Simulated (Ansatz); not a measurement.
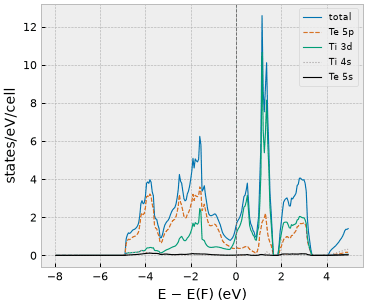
Figure. Total and projected density of states of TiTe2 (CdI2 type, P-3m1), the program Ansatz at the PBE level (PAW)

Problem. Which orbitals carry the states next to the Fermi level?

Solution. Within 0.5 eV of the Fermi level: Ti 3d 71 %, Te 5p 25 %. Projections are on Löwdin-orthogonalised atomic valence shells; empty p or d shells of many metals are not among them.

Problem. Where is the tallest occupied peak in this window, and what makes it?

Solution. Near -1.6 eV, about 6.2 states/eV per cell; the largest projected share is Te 5p.

The PBE relaxation kept the symmetry of its start. The run is not spin-polarised. A crystal of weakly bound layers computed without a dispersion correction: the cell and the soft elastic constants depend strongly on that. Scalar-relativistic: spin–orbit coupling is off unless named, which matters more the heavier the elements.

Potentials: the later of the program's two PAW sets.
